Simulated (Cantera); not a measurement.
Charge: 1 mol CuO, 3.4 mol CH₄, 0.67 mol N₂, equilibrated at 1.33 mbar.

Cantera equilibrium calculation (NASA polynomials, part measured and part estimated; ideal gas, pure solids and liquids). Candidate condensed phases: C, C₆H₆, C₇H₈, C₈H₁₈, Cu, CuO, Cu(OH)₂, Cu₂O, H₂O; 139 gas species. Kinetics and transport are ignored.

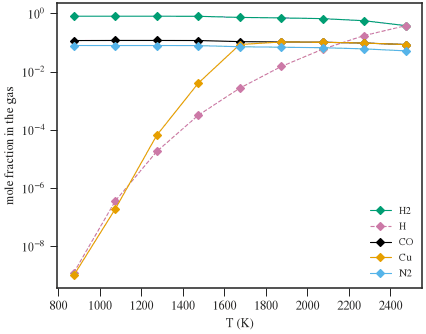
Figure: Equilibrium gas composition (values under 1e-9 drawn at 1e-9)

From 875 K to 1275 K the condensed part is C(graphite) + Cu(s). From 1475 K to 1675 K the condensed part is C(graphite) + Cu(l). From 1875 K to 2475 K the condensed part is C(graphite).
